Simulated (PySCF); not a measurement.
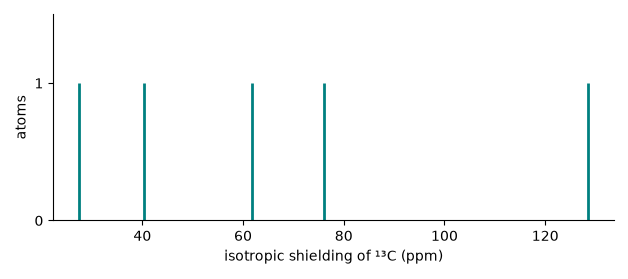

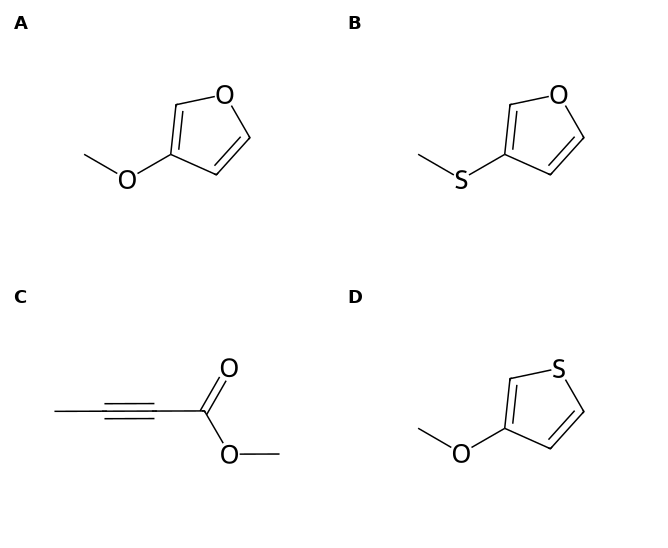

The sticks are computed shieldings of one of the molecules, for one fixed geometry (GFN2-xTB) without averaging over rotations. Low shielding means a high chemical shift. Method: GIAO PBE0/pcSseg-1 NMR shielding, non-relativistic, gas phase (PySCF 2.14.0).

**Match the spectrum to a structure.**

A, `COc1ccoc1`. Its 5 C atoms give lines at 27.4, 40.3, 61.8, 76.2, 128.6 ppm.
